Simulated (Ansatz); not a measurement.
Electronic density of states of amorphous Ga24O38Ti, density 4.92 g/cm³, on a 2×2×2 Γ-centred mesh with a Gaussian width of 0.1 eV; energies count from the Fermi level, whose place inside the gap is arbitrary. Cell and mesh are small, so fine structure isn't converged. Method: PBE, scalar-relativistic without spin-orbit coupling (plane waves to 420 eV, PAW; Ansatz, an electronic-structure program). Sampling: a 2×2×2 Γ-centred mesh; Fermi-Dirac width 0.02 eV; no spin polarisation. At PBE the levels at the filled edge of the gap are localised (band-tail or defect states), and the nearest spread-out levels lie 2.2 eV apart at the zone centre.

It comes from a melt-quench run on a machine-learned potential (CHGNet), relaxed afterwards by DFT. O atoms were pushed apart under 1.9 Å during the dynamics, to hinder bonds among them. The hot cell started wider than the set density and was brought back towards it in steps. It is the lowest in DFT energy of 2 quenches. It is a model cell: composition and starting density were chosen by hand, and all elements were melted together. No dispersion term was used. Its density started from a set value of 4.92 and ended at 4.92 g/cm³. Cooling (nominally 330 K/ps over its main leg) ran many orders faster than in experiment, which tends to leave more defects and strain. One small periodic cell is one sample of the glass; other quenches scatter about these values. The volume was held where the preparation left it and the shape relaxed, at a PBE pressure of 0.1 GPa.

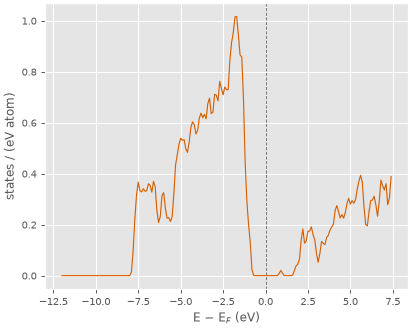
Figure. Density of states per atom

The level gap on this mesh is 1.84 eV; the broadening fills part of it in the curve.
